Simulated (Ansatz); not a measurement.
# Calculations on AlNH₃Cl

### Relaxation

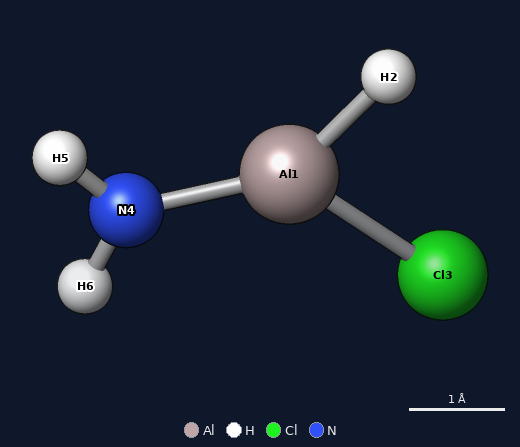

This is the input geometry for a relaxation of AlNH$_{3}$Cl. The picture is a ball-and-stick view, seen at a tilt.

The run prepares an end point of a later path (reaction) calculation, from a guessed geometry.

Theory: RKS B3LYP/def2-SVP (Ansatz).

Input file:
```yaml
crystal:
  periodic: [false, false, false]
  atoms:
    - { symbol: Al, position_ang: [0.004473, -0.062071, 0.223391] }
    - { symbol: H, position_ang: [0.432064, -0.415798, 1.665227] }
    - { symbol: Cl, position_ang: [2.085794, 0.410556, -0.198158] }
    - { symbol: "N", position_ang: [-1.401637, 0.007116, -0.831452] }
    - { symbol: H, position_ang: [-2.350385, -0.231593, -0.558202] }
    - { symbol: H, position_ang: [-1.37841, 0.29179, -1.806607] }
basis:
  gaussian: { orbitals: def2-SVP }
hamiltonian:
  xc: b3lyp
relax:
  f_tol: 0.03
  max_steps: 50
```

Launched with:
```bash
ansatz run input.yaml --threads 1 --pin off --max-ram 2048MiB --backend cpu --events-out ev --progress --plain --runs-dir out
```

### What does the optimiser find from here?

After 5 accepted moves (6 points after the start) the energy has fallen by 13.3 kcal/mol. The largest force component goes from 1.7 to 0.018 eV/Å. The line search rejected the trial step at point 3 of the run. The atom that moves furthest after the best rigid fit is H2 (0.43 Å). By element the largest moves are H 0.43 Å, Cl 0.37 Å, Al 0.14 Å, N 0.13 Å. Near-neighbour distances that change, for instance: Al1–Cl3 2.176 → 2.115 Å, Al1–H2 1.545 → 1.569 Å, Al1–N4 1.759 → 1.766 Å. Among the angles between lasting bonds that change: H2–Al1–Cl3 88.0° → 120.6°, H2–Al1–N4 142.2° → 121.5°, Cl3–Al1–N4 129.8° → 117.9°. The run took 25 s on 1 thread of Arm Neoverse N1 (shared host), peak memory 0.13 GiB.

Step by step:

```tsv
step	E − E(0), kcal/mol	largest force component, eV/Å	note
0	0.00	1.6838	
1	-9.09	1.0672	
2	-12.88	0.5727	
3	-12.83	0.7255	rejected
4	-13.28	0.0643	
5	-13.31	0.0366	
6	-13.31	0.0180
```

Final geometry:

```xyz
6

Al    0.1370   -0.0578    0.2772
H     0.0269   -0.5137    1.7748
Cl    2.0050    0.4976   -0.5450
N    -1.2810    0.0099   -0.7734
H    -2.2265   -0.2324   -0.4912
H    -1.2695    0.2963   -1.7482
```

After the run, drawn alike:

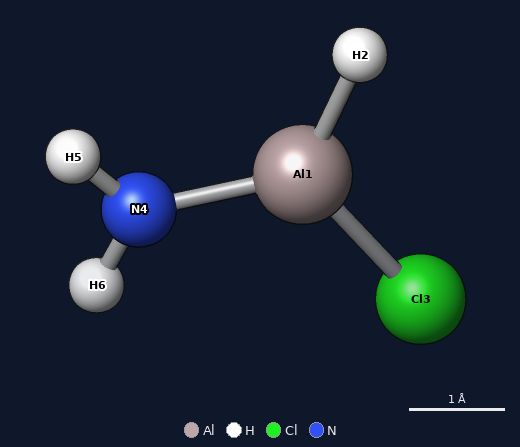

### Relaxation

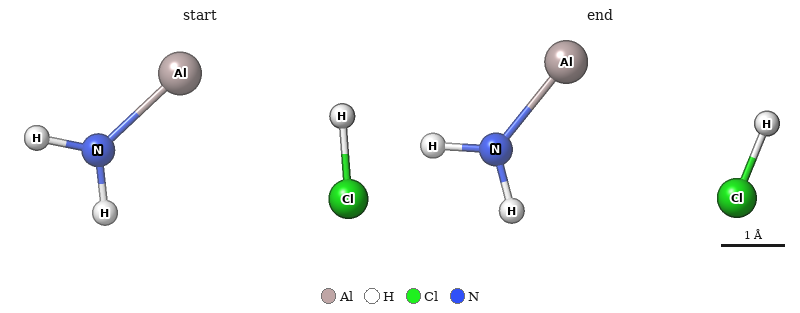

The structure of AlNH₃Cl before (left) and after (right) a relaxation, at one scale.

A ball-and-stick model, seen face on.

The run prepares an end point of a later path (reaction) calculation, from a guessed geometry.

Method: RKS B3LYP/def2-SVP (Ansatz). Settings: no spin polarisation; force threshold 0.03 eV/Å; at most 50 steps.

> What changed between the two?

Over 15 accepted moves (20 points after the start) the energy falls by 0.90 kcal/mol. The largest force component goes from 0.83 to 0.0081 eV/Å. The line search rejected the trial steps at points 3, 7, 9, 12, 19 of the run. The forces were under the threshold at step 8, but the run went on from there. The atom that moves furthest after the best rigid fit is an H atom (0.41 Å). By element the largest moves are H 0.41 Å, Al 0.31 Å, Cl 0.20 Å, N 0.04 Å. Near-neighbour distances that change, for instance: Al–Cl 3.433 → 3.535 Å, Cl–H 1.336 → 1.291 Å. Cost: 66 s on 1 thread of Arm Neoverse N1, with other jobs on the host, peak memory 0.13 GiB.

Limits of the set-up: the start holds two separate molecules, 2.8 Å apart at their closest, whose relative position is a soft coordinate and is computed without a dispersion correction.

### Path

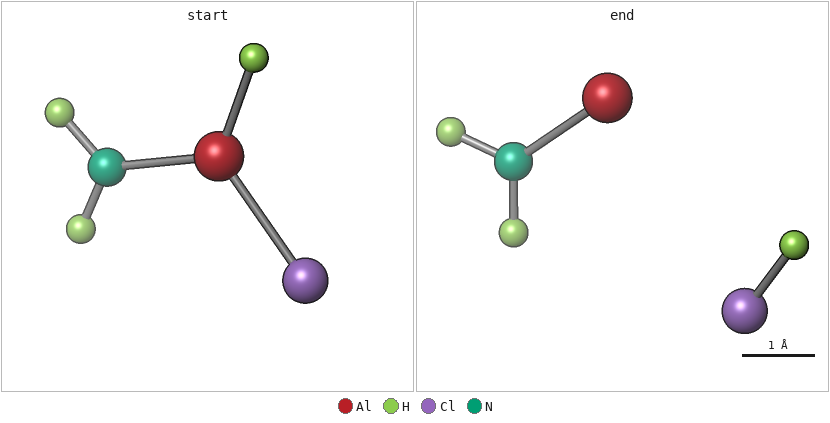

The two relaxed end points of a path for AlNH₃Cl. The picture is a ball-and-stick view, seen at a tilt.

The calculation used RKS B3LYP/def2-SVP in Ansatz 0.2.0.

Set-up: 7 movable images; climbing image; force threshold 0.05 eV/Å; iteration limit 60.

Start:
```xyz
6

Al    0.1371   -0.0577    0.2771
H     0.0274   -0.5138    1.7747
Cl    2.0049    0.4979   -0.5454
N    -1.2811    0.0099   -0.7733
H    -2.2265   -0.2326   -0.4908
H    -1.2699    0.2963   -1.7481
```

End:
```xyz
6

Al   -1.2945   -0.4361    0.7963
H     2.0396   -0.0705    1.3947
Cl    2.1035    0.3046    0.1606
N    -1.7211   -0.0231   -0.9104
H    -2.6589   -0.0666   -1.3110
H    -1.0767    0.2917   -1.6360
```

### Predict the minimum-energy path and its barrier.

The highest point, image 4, lies 70.4 kcal/mol above the start and 11.3 kcal/mol above the end; the end is at +59.1 kcal/mol relative to the start. Breaking: Al1–Cl3 (2.12 → 2.59 at the top → 3.54 Å), Al1–H2 (1.57 → 1.71 at the top → 3.41 Å). Forming: H2–Cl3 (3.21 → 1.64 at the top → 1.29 Å). The band converged in 23 iterations, with a climbing image at the top. At the top, the vibrational analysis gives one imaginary mode (875i cm⁻¹), as a transition state must have.

Energies of the converged images:

```json
{"image": "0", "path (Å)": "0.00", "E (kcal/mol)": "0.0"}
{"image": "1", "path (Å)": "0.46", "E (kcal/mol)": "3.5"}
{"image": "2", "path (Å)": "0.92", "E (kcal/mol)": "19.0"}
{"image": "3", "path (Å)": "1.39", "E (kcal/mol)": "51.0"}
{"image": "4", "path (Å)": "1.85", "E (kcal/mol)": "70.4"}
{"image": "5", "path (Å)": "2.26", "E (kcal/mol)": "63.2"}
{"image": "6", "path (Å)": "2.67", "E (kcal/mol)": "59.9"}
{"image": "7", "path (Å)": "3.08", "E (kcal/mol)": "59.3"}
{"image": "8", "path (Å)": "3.49", "E (kcal/mol)": "59.1"}
```

The geometry at the top of the path:

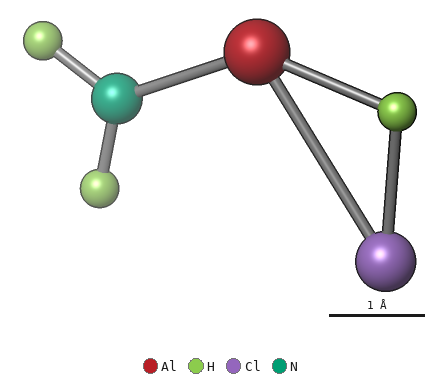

Cost: 7.9 min on 1 thread of Arm Neoverse N1 (shared host), peak memory 0.12 GiB.
